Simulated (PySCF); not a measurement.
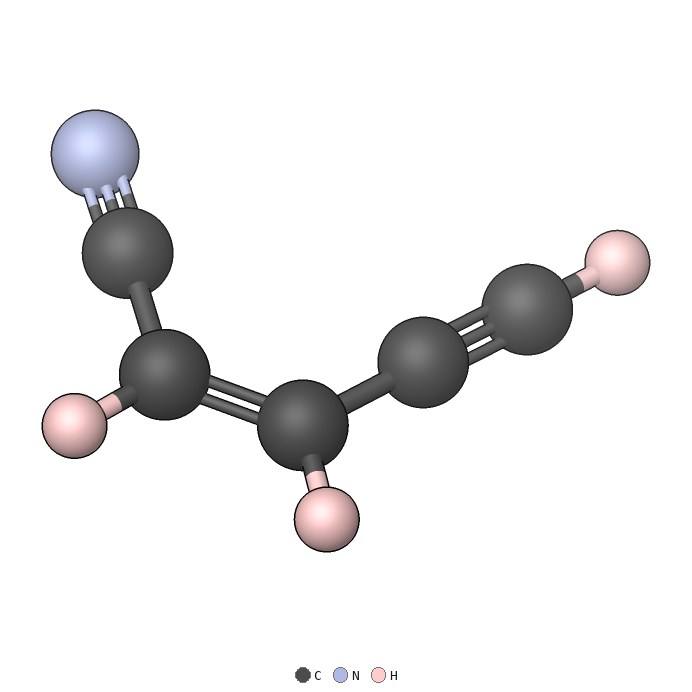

A ball-and-stick model of a molecule. Multiple sticks mark multiple bonds (one Kekulé form).

The computed structure is the end point of a GFN2-xTB optimisation. No frequency run is at hand to confirm it as a minimum.

What does the picture show?

Formula C₅H₃N. SMILES: `C#C/C=C\C#N`. It has no ring. Among its groups: nitrile, alkene, alkyne. The point group is Cs. All atoms lie on one plane. Coordination: 3 C linear; 2 C trigonal planar.

The parts below concern this one geometry. Atoms keep their numbers from picture to picture.

## Excitation

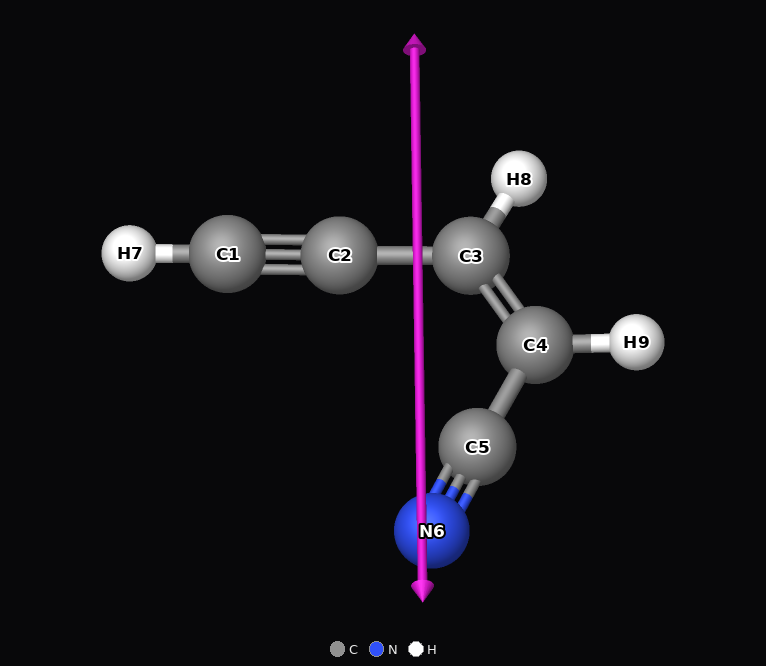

The double arrow shows the direction of the transition dipole to excited singlet state 5 (its length means nothing). No frequency run is at hand to confirm it as a minimum. Properties computed with TDDFT ωB97X-D/def2-SVPD, vertical, gas phase, core orbitals frozen in the response (PySCF 2.14.0).

How is the transition polarised?

Answer. In the molecular plane, at 31° to the long direction C1···N6.

Where does the transition lie, and how strong is it?

Answer. 6.72 eV (185 nm), oscillator strength 0.091, mainly HOMO−3 → LUMO (weight 0.78); transition dipole 1.89 D.

## Core levels

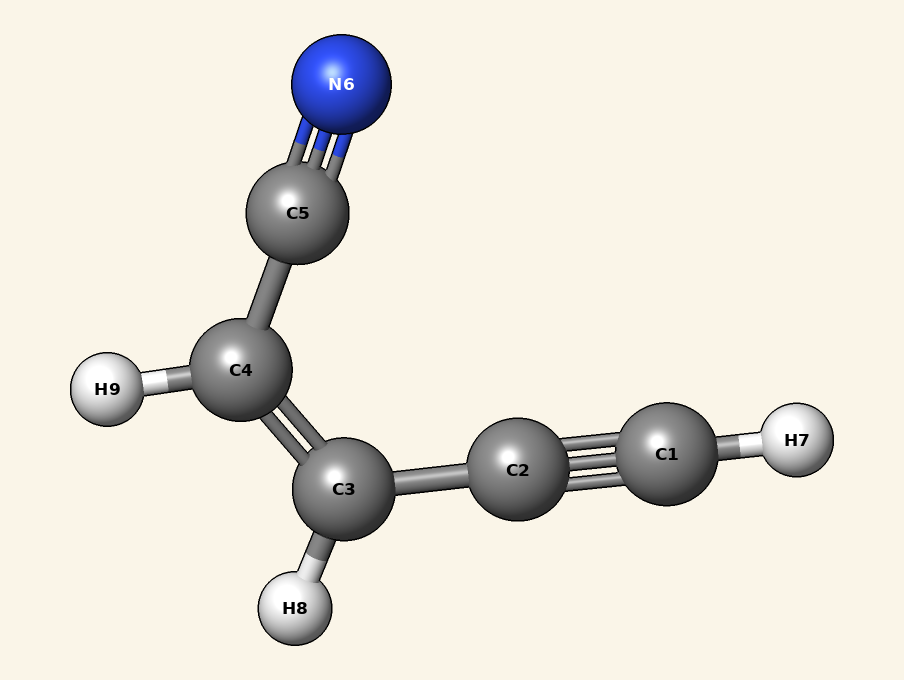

No frequency run is at hand to confirm it as a minimum. Level of theory: delta-SCF UKS SCAN, pcX-2 on the ionised atom, pcseg-1 elsewhere, spin-free X2C (PySCF 2.14.0).

Give the core-electron binding energies (to vacuum) of C1 1s, C2 1s, C3 1s, C4 1s, C5 1s, N6 1s.

```
atom  level  binding energy (eV)
  C1     1s                290.7
  C2     1s                291.3
  C3     1s                292.1
  C4     1s                291.9
  C5     1s                292.2
  N6     1s                404.8
```

## Polarisability

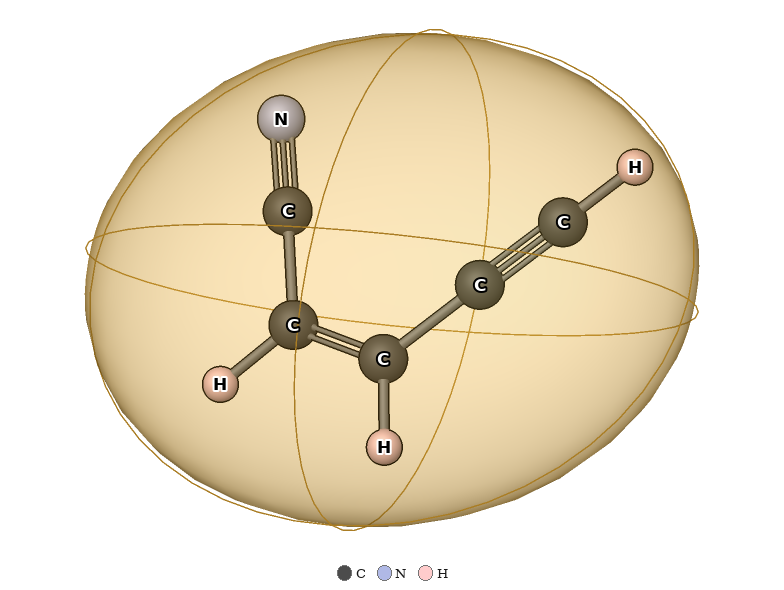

The ellipsoid shows the static dipole polarisability: its half-axes are proportional to the principal values. No frequency run is at hand to confirm it as a minimum. Method: ωB97X-D/def2-SVPD (PySCF 2.14.0).

Give the principal values, the mean and the anisotropy.

Answer. Principal values 38.4, 65.3, 88.9 bohr³; mean 64.2 bohr³ (9.52 Å³); anisotropy 43.7 bohr³, so the longest axis is 2.31 times the shortest.
